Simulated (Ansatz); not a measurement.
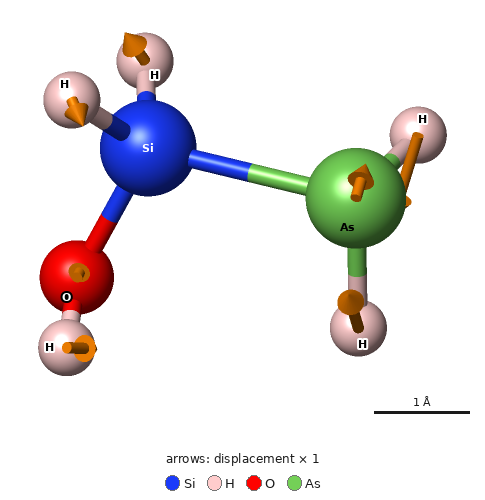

This is a relaxation of SiAsH$_{5}$O. The starting structure is drawn; orange arrows show the displacements, at their true length. The two geometries are superimposed by the best rigid fit.

A ball-and-stick model, seen face on.

It is one of the separated products of a reaction.

All numbers below come from RKS PBE0-D4/def2-TZVP in Ansatz. Set-up: force threshold 0.005 eV/Å; at most 200 steps.

**What did the optimiser do to the structure, and how much energy did it gain?**

The energy falls by 12.7 kJ/mol in 18 accepted moves (23 points after the start). The largest force component goes from 0.74 to 0.0037 eV/Å. The line search rejected the trial steps at points 1, 3, 12, 17, 22 of the run. The forces were under the threshold at step 21, but the run went on from there. An H atom moves most after the best rigid fit: 1.05 Å. By element the largest moves are H 1.05 Å, As 0.49 Å, O 0.27 Å, Si 0.04 Å. Among the contacts that change: O–Si 1.662 → 1.648 Å, As–Si 2.377 → 2.363 Å. Among the angles between lasting bonds that change: H–Si–As 114.3° → 108.8°, O–Si–As 110.4° → 115.4°, H–Si–O 107.9° → 111.5°. Groups turn about As–Si by about 65°.
